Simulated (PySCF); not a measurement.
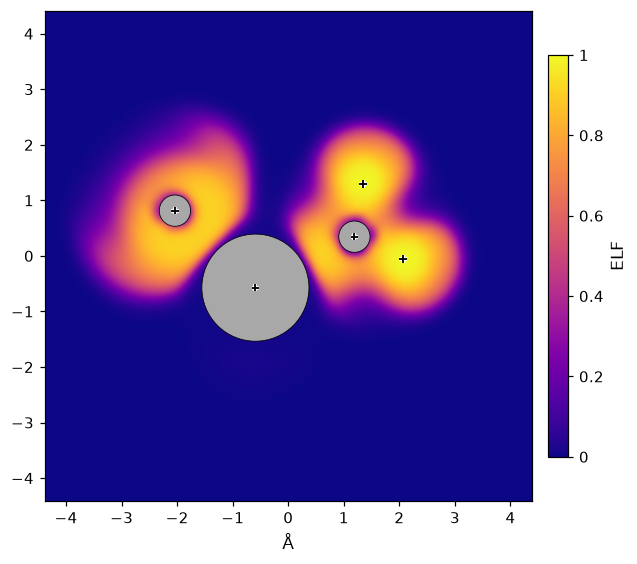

The electron localisation function on a plane through atoms (crosses mark nuclei in the plane; grey discs cover the cores).

Theory: PySCF, wB97M-D3(BJ)/def2-SVPD, SCF density, gas phase.

Candidates:
A. F4H3NSi
B. H8MgO4 (charge +2)
C. Cl2···C2H6S (SMILES ClCl.CSC)

> Which system is this?

Candidate B: H8MgO4 on the plane of atoms O8, Mg1 and O11, which holds Mg, O and H. Mg–O (2.00 Å): the ELF peaks at about 0.90 in the valence shell of O, 0.7 Å from its nucleus, and is about 0.25 at the midpoint: a largely ionic contact. O–H (0.97 Å): the ELF climbs to about 1 towards the hydrogen, as it does in any bond to H: a covalent bond by its length.
